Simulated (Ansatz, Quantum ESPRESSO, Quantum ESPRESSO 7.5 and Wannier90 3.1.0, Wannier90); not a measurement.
**Ballistic channels from Wannier functions: straight Ga chain, spacing 2.75 Å**

Wanted: localised orbitals and the quantum conductance of this wire: straight Ga chain, spacing 2.75 Å.

Method: plane-wave DFT, LDA, GBRV ultrasoft pseudopotentials (cross-check by Ansatz 0.2.0 with PAW datasets), in Quantum ESPRESSO 7.5 and Wannier90 3.1.0.

## 1. The starting structure

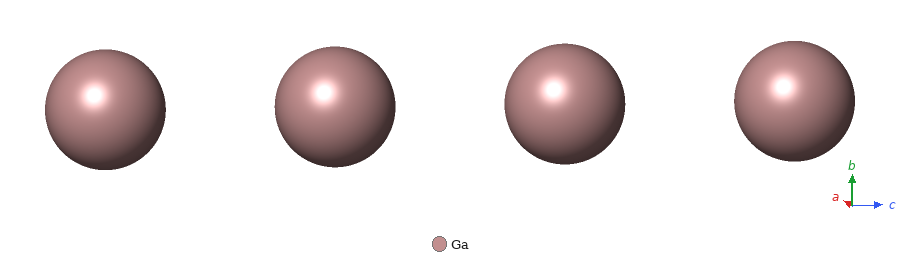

The starting structure, seen from the side, with the c axis across the page (gallium pink). 1×1×3 cells are drawn. Some periodic images of atoms are drawn too.

The cell holds 1 atom: 1 Ga. Its edges and angles: a = 8.000 Å, b = 8.000 Å, c = 2.754 Å, α = 90.0°, β = 90.0°, γ = 90.0°. Vacuum lies along a and b. The structure's axis is c.

## 2. Self-consistent run

The input, scf.in:

```
&control
  prefix = 'scf'
  outdir = './out'
  pseudo_dir = './pseudo'
  calculation = 'scf'
  tprnfor = .true.
/
&system
  ibrav = 0
  nat = 1
  ntyp = 1
  ecutwfc = 34
  ecutrho = 170
  occupations = 'smearing'
  smearing = 'mv'
  degauss = 0.005
/
&electrons
  conv_thr = 1e-07
  mixing_beta = 0.4
  electron_maxstep = 120
  mixing_mode = 'local-TF'
/
ATOMIC_SPECIES
  Ga  69.7230  ga_lda_v1.4.uspp.F.UPF
CELL_PARAMETERS angstrom
  8.00000000000000 0.00000000000000 0.00000000000000
  0.00000000000000 8.00000000000000 0.00000000000000
  0.00000000000000 0.00000000000000 2.75400000000000
ATOMIC_POSITIONS crystal
  Ga  0.000000000000 0.000000000000 0.000000000000
K_POINTS automatic
  1 1 28 0 0 0
```

Run with:

```
$ OMP_NUM_THREADS=1 mpirun -n 2 pw.x -nk 2 -in scf.in > scf.out
```

The program printed:

```text
Program PWSCF v.7.5 starts
[citation notice left out]

     Parallel version (MPI & OpenMP), running on       2 processor cores
     Number of MPI processes:                 2
     Threads/MPI process:                     1

     MPI processes distributed on     1 nodes
[...]
Current dimensions of program PWSCF are:
     Max number of different atomic species (ntypx) = 10
     Max number of k-points (npk) =  40000
     Max angular momentum in pseudopotentials (lmaxx) =  4
     Message from routine setup:
     using ibrav=0 with symmetry is DISCOURAGED, use correct ibrav instead

     K-points division:     npool     =       2
     Subspace diagonalization in iterative solution of the eigenvalue problem:
     a serial algorithm will be used

     G-vector sticks info
     --------------------
     sticks:   dense  smooth     PW     G-vecs:    dense   smooth      PW
     Sum        3093    2469    749                44521    31847    5375

     Using Slab Decomposition

     bravais-lattice index     =            0
     lattice parameter (alat)  =      15.1178  a.u.
     unit-cell volume          =    1189.4344 (a.u.)^3
     number of atoms/cell      =            1
     number of atomic types    =            1
     number of electrons       =        19.00
     number of Kohn-Sham states=           14
     kinetic-energy cutoff     =      34.0000  Ry
     charge density cutoff     =     170.0000  Ry
     scf convergence threshold =      1.0E-07
     mixing beta               =       0.4000
     number of iterations used =            8  local-TF  mixing
     Exchange-correlation=  SLA  PZ   NOGX NOGC
                           (   1   1   0   0   0   0   0)

     celldm(1)=  15.117809  celldm(2)=   0.000000  celldm(3)=   0.000000
     celldm(4)=   0.000000  celldm(5)=   0.000000  celldm(6)=   0.000000

     crystal axes: (cart. coord. in units of alat)
               a(1) = (   1.000000   0.000000   0.000000 )
               a(2) = (   0.000000   1.000000   0.000000 )
               a(3) = (   0.000000   0.000000   0.344250 )

     reciprocal axes: (cart. coord. in units 2 pi/alat)
               b(1) = (  1.000000  0.000000  0.000000 )
               b(2) = (  0.000000  1.000000  0.000000 )
               b(3) = (  0.000000  0.000000  2.904866 )

     PseudoPot. # 1 for Ga read from file:
     ./pseudo/ga_lda_v1.4.uspp.F.UPF
     Pseudo is Ultrasoft + core correction, Zval = 19.0
     Generated by new atomic code, or converted to UPF format
     Using radial grid of  871 points,  6 beta functions with:
                l(1) =   0
                l(2) =   0
                l(3) =   1
                l(4) =   1
                l(5) =   2
                l(6) =   2
     Q(r) pseudized with  8 coefficients,  rinner =    1.250   1.250   1.250
                                                       1.250   1.250

     atomic species   valence    mass     pseudopotential
     Ga               19.00    69.72300     Ga( 1.00)

     16 Sym. Ops., with inversion, found

   Cartesian axes

     site n.     atom                  positions (alat units)
         1        Ga     tau(   1) = (   0.0000000   0.0000000   0.0000000  )

     number of k points=    15  Marzari-Vanderbilt smearing, width (Ry)=  0.0050
                       cart. coord. in units 2pi/alat
        k(    1) = (   0.0000000   0.0000000   0.0000000), wk =   0.0714286
        k(    2) = (   0.0000000   0.0000000   0.1037452), wk =   0.1428571
        k(    3) = (   0.0000000   0.0000000   0.2074904), wk =   0.1428571
        k(    4) = (   0.0000000   0.0000000   0.3112356), wk =   0.1428571
        k(    5) = (   0.0000000   0.0000000   0.4149808), wk =   0.1428571
        k(    6) = (   0.0000000   0.0000000   0.5187260), wk =   0.1428571
        k(    7) = (   0.0000000   0.0000000   0.6224712), wk =   0.1428571
        k(    8) = (   0.0000000   0.0000000   0.7262164), wk =   0.1428571
        k(    9) = (   0.0000000   0.0000000   0.8299616), wk =   0.1428571
        k(   10) = (   0.0000000   0.0000000   0.9337068), wk =   0.1428571
[...]
k(   15) = (   0.0000000   0.0000000  -1.4524328), wk =   0.0714286

     Dense  grid:    44521 G-vectors     FFT dimensions: (  64,  64,  24)

     Smooth grid:    31847 G-vectors     FFT dimensions: (  60,  60,  20)

     Estimated max dynamical RAM per process >      98.82 MB

     Estimated total dynamical RAM >     186.77 MB

     Initial potential from superposition of free atoms

     starting charge      18.0000, renormalised to      19.0000

     negative rho (up, down):  8.192E-04 0.000E+00
     Starting wfcs are   12 randomized atomic wfcs +    2 random wfcs

     total cpu time spent up to now is        1.8 secs

     per-process dynamical memory:    33.7 Mb

     Self-consistent Calculation

     iteration #  1     ecut=    34.00 Ry     beta= 0.40
     Davidson diagonalization with overlap
     ethr =  1.00E-02,  avg # of iterations =  7.1

     negative rho (up, down):  1.187E-02 0.000E+00

     total cpu time spent up to now is        3.1 secs

     total energy              =    -410.57371872 Ry
     estimated scf accuracy    <      26.69232019 Ry

     iteration #  2     ecut=    34.00 Ry     beta= 0.40
[...]
negative rho (up, down):  6.556E-03 0.000E+00

[...]
total energy              =    -414.86463794 Ry
     estimated scf accuracy    <       0.11804558 Ry

     iteration #  3     ecut=    34.00 Ry     beta= 0.40
[...]
negative rho (up, down):  4.790E-02 0.000E+00

[...]
total energy              =    -414.83359687 Ry
     estimated scf accuracy    <       0.06861232 Ry

     iteration #  4     ecut=    34.00 Ry     beta= 0.40
[...]
negative rho (up, down):  4.508E-02 0.000E+00

[...]
total energy              =    -414.83847240 Ry
     estimated scf accuracy    <       0.00647271 Ry

     iteration #  5     ecut=    34.00 Ry     beta= 0.40
[...]
c_bands:  1 eigenvalues not converged
[...]
negative rho (up, down):  3.805E-02 0.000E+00

[...]
total energy              =    -414.83741408 Ry
     estimated scf accuracy    <       0.00460536 Ry

     iteration #  6     ecut=    34.00 Ry     beta= 0.40
[...]
negative rho (up, down):  6.027E-03 0.000E+00

[...]
total energy              =    -414.83414675 Ry
     estimated scf accuracy    <       0.00305697 Ry

     iteration #  7     ecut=    34.00 Ry     beta= 0.40
[...]
c_bands:  1 eigenvalues not converged
[...]
negative rho (up, down):  2.445E-03 0.000E+00

[...]
total energy              =    -414.83487514 Ry
     estimated scf accuracy    <       0.00020902 Ry

     iteration #  8     ecut=    34.00 Ry     beta= 0.40
[...]
negative rho (up, down):  1.346E-04 0.000E+00

[...]
total energy              =    -414.83479711 Ry
     estimated scf accuracy    <       0.00016319 Ry

     iteration #  9     ecut=    34.00 Ry     beta= 0.40
[...]
negative rho (up, down):  4.687E-05 0.000E+00

[...]
total energy              =    -414.83477818 Ry
     estimated scf accuracy    <       0.00006343 Ry

     iteration # 10     ecut=    34.00 Ry     beta= 0.40
[...]
negative rho (up, down):  5.418E-05 0.000E+00

[...]
total energy              =    -414.83479018 Ry
     estimated scf accuracy    <       0.00000123 Ry

     iteration # 11     ecut=    34.00 Ry     beta= 0.40
[...]
negative rho (up, down):  5.053E-05 0.000E+00

[...]
total energy              =    -414.83479117 Ry
     estimated scf accuracy    <       0.00000055 Ry

     iteration # 12     ecut=    34.00 Ry     beta= 0.40
[...]
negative rho (up, down):  3.979E-05 0.000E+00

[...]
total energy              =    -414.83479121 Ry
     estimated scf accuracy    <       0.00000011 Ry

     iteration # 13     ecut=    34.00 Ry     beta= 0.40
[...]
negative rho (up, down):  3.821E-05 0.000E+00

[...]
End of self-consistent calculation

          k = 0.0000 0.0000 0.0000 (  3949 PWs)   bands (ev):

   -96.5990 -96.5990 -96.5137 -17.5264 -17.3922 -17.3922 -17.2452 -17.2452
    -9.1545  -2.2862  -2.2862   0.5803   1.9466   3.5325

          k = 0.0000 0.0000 0.1037 (  3961 PWs)   bands (ev):

   -96.5990 -96.5990 -96.5138 -17.5215 -17.3919 -17.3919 -17.2473 -17.2473
    -9.1304  -2.2603  -2.2603   0.6053   1.9717   3.2400

          k = 0.0000 0.0000 0.2075 (  3969 PWs)   bands (ev):

   -96.5990 -96.5990 -96.5140 -17.5071 -17.3912 -17.3912 -17.2534 -17.2534
    -9.0580  -2.1826  -2.1826   0.6803   2.0471   3.3148

          k = 0.0000 0.0000 0.3112 (  3969 PWs)   bands (ev):

   -96.5990 -96.5990 -96.5144 -17.4839 -17.3899 -17.3899 -17.2631 -17.2631
    -8.9370  -2.0537  -2.0537   0.8053   2.1728   3.4395

          k = 0.0000 0.0000 0.4150 (  3961 PWs)   bands (ev):

   -96.5990 -96.5990 -96.5149 -17.4532 -17.3883 -17.3883 -17.2761 -17.2761
    -8.7668  -1.8744  -1.8744   0.9802   2.3487   3.6140

          k = 0.0000 0.0000 0.5187 (  3942 PWs)   bands (ev):

   -96.5989 -96.5989 -96.5155 -17.4165 -17.3863 -17.3863 -17.2915 -17.2915
    -8.5469  -1.6457  -1.6457   1.2051   2.5749   3.8385

[...]
the Fermi energy is    -2.1608 ev

!    total energy              =    -414.83479119 Ry
     estimated scf accuracy    <       0.00000004 Ry
     smearing contrib. (-TS)   =       0.00013601 Ry
     internal energy E=F+TS    =    -414.83492721 Ry

     The total energy is F=E-TS. E is the sum of the following terms:
     one-electron contribution =    -631.06244615 Ry
     hartree contribution      =     313.66200569 Ry
     xc contribution           =     -47.48050563 Ry
     ewald contribution        =     -49.95398112 Ry

     convergence has been achieved in  13 iterations

     negative rho (up, down):  3.821E-05 0.000E+00

     Forces acting on atoms (cartesian axes, Ry/au):

     atom    1 type  1   force =     0.00000000    0.00000000    0.00000000

     Total force =     0.000000     Total SCF correction =     0.000000

[...]
=------------------------------------------------------------------------------=
   JOB DONE.
=------------------------------------------------------------------------------=
```

The job ended after 13 s (2 MPI ranks of Intel Xeon Platinum 8488C (Sapphire Rapids), shared host; peak memory 0.28 GiB; 25 s of CPU time).

This step gave:

* free energy: -5644.1149 eV
* Fermi energy: -2.161 eV

The program's own clock; routines nest. Time by routine:

| routine | wall time (s) | calls |
| --- | --- | --- |
| PWSCF | 11.99 | 1 |
| electrons | 10.06 | 1 |
| c_bands | 4.79 | 13 |
| cegterg | 4.15 | 104 |
| h_psi | 3.53 | 542 |
| vloc_psi | 3.23 | 542 |
| fftw | 3.15 | 9502 |
| mix_rho | 2.11 | 13 |
| sum_band | 1.92 | 13 |
| init_run | 1.66 | 1 |
| newd | 1.25 | 14 |
| ffts | 1.02 | 1503 |
| hinit0 | 0.55 | 1 |
| wfcinit | 0.49 | 1 |

The run needed 13 iterations to bring the estimated error under 1e-07 Ry.

## 3. Full uniform mesh without symmetry

Wannier90 needs the states on a whole uniform mesh, listed point by point, without symmetry.

The input, nscf.in:

```
&control
  prefix = 'nscf'
  outdir = './out'
  pseudo_dir = './pseudo'
  calculation = 'nscf'
/
&system
  ibrav = 0
  nat = 1
  ntyp = 1
  ecutwfc = 34
  ecutrho = 170
  occupations = 'smearing'
  smearing = 'mv'
  degauss = 0.005
  nosym = .true.
  noinv = .true.
  nbnd = 19
/
&electrons
  conv_thr = 1e-09
  mixing_beta = 0.4
  electron_maxstep = 120
  mixing_mode = 'local-TF'
  diago_full_acc = .true.
/
ATOMIC_SPECIES
  Ga  69.7230  ga_lda_v1.4.uspp.F.UPF
CELL_PARAMETERS angstrom
  8.00000000000000 0.00000000000000 0.00000000000000
  0.00000000000000 8.00000000000000 0.00000000000000
  0.00000000000000 0.00000000000000 2.75400000000000
ATOMIC_POSITIONS crystal
  Ga  0.000000000000 0.000000000000 0.000000000000
K_POINTS crystal
14
  0.0000000000 0.0000000000 0.0000000000 0.0714285714
  0.0000000000 0.0000000000 0.0714285714 0.0714285714
  0.0000000000 0.0000000000 0.1428571429 0.0714285714
  0.0000000000 0.0000000000 0.2142857143 0.0714285714
  0.0000000000 0.0000000000 0.2857142857 0.0714285714
  0.0000000000 0.0000000000 0.3571428571 0.0714285714
  0.0000000000 0.0000000000 0.4285714286 0.0714285714
  0.0000000000 0.0000000000 0.5000000000 0.0714285714
  0.0000000000 0.0000000000 0.5714285714 0.0714285714
  0.0000000000 0.0000000000 0.6428571429 0.0714285714
  0.0000000000 0.0000000000 0.7142857143 0.0714285714
  0.0000000000 0.0000000000 0.7857142857 0.0714285714
  0.0000000000 0.0000000000 0.8571428571 0.0714285714
  0.0000000000 0.0000000000 0.9285714286 0.0714285714
```

Run with:

```
$ cp -r out/scf.save out/nscf.save
$ cp out/scf.xml out/nscf.xml
$ OMP_NUM_THREADS=1 mpirun -n 2 pw.x -nk 1 -in nscf.in > nscf.out
```

The program printed:

```text
[banner, memory and clock lines left out]
Program PWSCF v.7.5 starts
[citation notice left out]

[...]
bravais-lattice index     =            0
     lattice parameter (alat)  =      15.1178  a.u.
     unit-cell volume          =    1189.4344 (a.u.)^3
     number of atoms/cell      =            1
     number of atomic types    =            1
     number of electrons       =        19.00
     number of Kohn-Sham states=           19
     kinetic-energy cutoff     =      34.0000  Ry
     charge density cutoff     =     170.0000  Ry
     Exchange-correlation=  SLA  PZ   NOGX NOGC
                           (   1   1   0   0   0   0   0)

[...]
PseudoPot. # 1 for Ga read from file:
     ./pseudo/ga_lda_v1.4.uspp.F.UPF
     Pseudo is Ultrasoft + core correction, Zval = 19.0
     Generated by new atomic code, or converted to UPF format
     Using radial grid of  871 points,  6 beta functions with:
                l(1) =   0
                l(2) =   0
                l(3) =   1
                l(4) =   1
                l(5) =   2
                l(6) =   2
     Q(r) pseudized with  8 coefficients,  rinner =    1.250   1.250   1.250
                                                       1.250   1.250

     atomic species   valence    mass     pseudopotential
     Ga               19.00    69.72300     Ga( 1.00)

     No symmetry found

[...]
number of k points=    14  Marzari-Vanderbilt smearing, width (Ry)=  0.0050
[...]
Dense  grid:    44521 G-vectors     FFT dimensions: (  64,  64,  24)

     Smooth grid:    31847 G-vectors     FFT dimensions: (  60,  60,  20)

     The potential is recalculated from file :
     ./out/nscf.save/charge-density

     negative rho (up, down):  3.821E-05 0.000E+00
     Starting wfcs are   12 randomized atomic wfcs +    7 random wfcs

     Band Structure Calculation
     Davidson diagonalization with overlap

     ethr =  5.26E-12,  avg # of iterations = 51.4

     End of band structure calculation

          k = 0.0000 0.0000 0.0000 (  3949 PWs)   bands (ev):

   -96.6042 -96.6042 -96.5183 -17.5305 -17.3968 -17.3968 -17.2495 -17.2495
    -9.1554  -2.2868  -2.2868   0.5798   1.9470   3.2145   3.5315   3.5315
     4.0081   6.3061   6.3061

          k = 0.0000 0.0000 0.2075 (  3969 PWs)   bands (ev):

   -96.6042 -96.6042 -96.5186 -17.5112 -17.3958 -17.3958 -17.2576 -17.2576
    -9.0589  -2.1832  -2.1832   0.6798   2.0475   3.3142   3.6321   3.6321
     4.1069   6.4043   6.4043

[...]
the Fermi energy is    -2.1773 ev
     (compare with:    -2.1608 eV, computed in scf)

[...]
```

The job ended after 8.8 s (2 MPI ranks; peak memory 0.12 GiB).

This step gave:

| Quantity | Value |
| --- | --- |
| Fermi energy | -2.177 eV |

The program's own clock; routines nest. Time by routine:

| routine | wall time (s) | calls |
| --- | --- | --- |
| PWSCF | 7.77 | 1 |
| electrons | 6.78 | 1 |
| c_bands | 6.78 | 1 |
| cegterg | 6.52 | 43 |
| h_psi | 4.84 | 776 |
| vloc_psi | 4.53 | 776 |
| fftw | 4.07 | 15250 |
| init_run | 0.84 | 1 |
| potinit | 0.37 | 1 |
| hinit0 | 0.36 | 1 |
| ffts | 0.36 | 1 |
| interpolate | 0.36 | 1 |
| cdiaghg | 0.3 | 733 |
| fft | 0.28 | 6 |

(Part 1 of 5 ends here.)

[Logs are printed without paths, hosts, clocks, repeated set-up lines and the standing remarks that a program may print on its own settings, such as how far it seeks lower states.]

[Hosts, paths, dates, database ids (printed as entryN), source tags and the programs' standing remarks are cut or masked in the printed files.]

[Maps of the electrostatic potential energy from Ansatz leave out the sawtooth potential of an applied field or a dipole correction, so their vacuum need not be flat; planar profiles and work functions include it.]
